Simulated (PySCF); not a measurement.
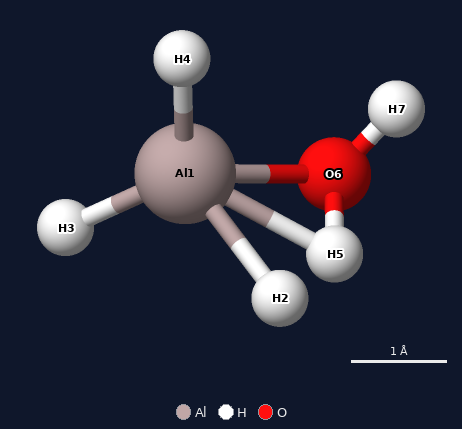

Fig. 1: The input geometry of run 1 (ball-and-stick view, seen at a tilt; atoms are numbered from 1 in the order of the input). Sticks mark near contacts. Bond lengths as drawn: Al–H 1.58 to 1.79 Å, Al–O 1.87 Å and H–O 0.96 to 1.23 Å.

# AlH5O: a changed input and its effect

System: AlH5O.
Method of run 1: RKS B3LYP-D4/def2-TZVPP, density fitting (PySCF 2.14.0).

The geometry comes from this level: PBE0-D4/def2-TZVP. Text and figures count atoms from 1; the logs count them from 0 in places.

The input, run 1:
```python
import json, numpy as np
from pyscf import gto, scf, dft, mp, cc
EV, BOHR = 27.211386245988, 0.529177210903
mol = gto.M(atom="""
Al -0.396350 -0.637432 -0.041963
H 1.360769 -0.521663 0.146219
H -0.769515 -1.444604 -1.346059
H -1.083749 -0.837135 1.371319
H 1.014136 0.466921 -0.054248
O 0.043239 1.151461 -0.365155
H -0.168529 1.822453 0.289887
""", basis="def2-tzvpp", charge=0, spin=0, max_memory=8670, verbose=0)
def mean_field(mol, dm=None):
    mf = dft.RKS(mol, xc="b3lypg").density_fit()
    mf.conv_tol = 1e-9; mf.grids.level = 4
    mf.kernel(dm0=dm)
    if not mf.converged: mf = mf.newton().run(mf.mo_coeff, mf.mo_occ)
    assert mf.converged
    return mf
def d4(mol):
    from pyscf.dispersion.dftd4 import DFTD4Dispersion
    real = gto.M(atom=[(mol.atom_pure_symbol(i), mol.atom_coord(i)) for i in range(7)], unit='B', charge=mol.charge, spin=None, basis='def2-svp', verbose=0)
    r = DFTD4Dispersion(real, xc="b3lyp", atm=True).get_dispersion(grad=True); return r["energy"], r["gradient"]
def energy_and_gradient(mol, dm=None):
    mf = mean_field(mol, dm); e, g = d4(mol)
    return mf, (mf.e_tot + e) * EV, (mf.nuc_grad_method().kernel()[:7] + g) * EV / BOHR
out = {}
mf = mean_field(mol); e = d4(mol)[0]
out.update(energy=(mf.e_tot + e) * EV, converged=True, dispersion=e * EV)
out['s2'] = mf.spin_square()[0]; out['nelec'] = mol.nelec
print(f"Total energy {out['energy']:.6f} eV, <S^2> {out['s2']:.4f}")
json.dump(out, open("out.json", "w"), default=float)
```

Command:
```bash
OMP_NUM_THREADS=4 python run.py
```

Hardware: 4 threads of Arm Neoverse V2, 23 GiB of memory available, shared host.

Output (run 1):
```
Total energy -8726.999732 eV, <S^2> 0.0000
```

For run 2 the input was changed thus:
```diff
-Al -0.396350 -0.637432 -0.041963
-H 1.360769 -0.521663 0.146219
-H -0.769515 -1.444604 -1.346059
-H -1.083749 -0.837135 1.371319
-H 1.014136 0.466921 -0.054248
-O 0.043239 1.151461 -0.365155
-H -0.168529 1.822453 0.289887
+Al -0.641762 -0.369240 -0.115054
+H 1.769497 -0.727502 0.192588
+H -0.566089 -1.278125 -1.402318
+H -0.826076 -0.937462 1.353508
+H 1.743342 0.003932 0.020242
+O -0.674697 1.310670 -0.381634
+H -0.781220 1.945477 0.324658
```

Predict how the results change.

With the same method and basis, run 2 lies 25.2 kcal/mol lower.

Output (run 2):
```
Total energy -8728.091271 eV, <S^2> 0.0000
```

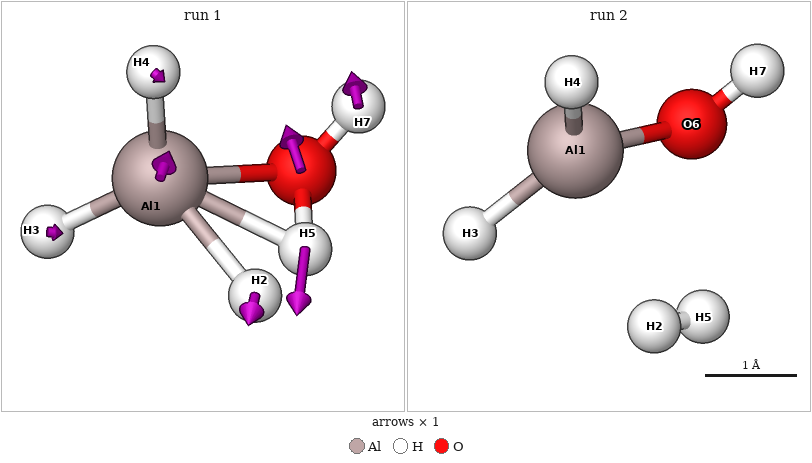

Fig. 2: The two input geometries at one scale (ball-and-stick view, seen at a tilt). The pink arrows on the first give the shifts of the atoms after the best rigid fit, at true length. The largest move after the best rigid fit is that of H5, 0.95 Å. By element the largest moves are H 0.95 Å, O 0.64 Å, Al 0.44 Å. Among the contacts that change: H5–O6 1.228 → 2.778 Å, Al1–H2 1.771 → 2.457 Å, Al1–H5 1.791 → 2.418 Å, H2–H5 1.067 → 0.752 Å.

The two runs side by side:

| quantity | run 1 | run 2 |
| --- | --- | --- |
| outcome | converged | converged |
| total energy (hartree) | −320.711325 | −320.751438 |
| basis functions | 143 | 143 |
| wall time (shared host) | 3.9 s | 4.2 s |
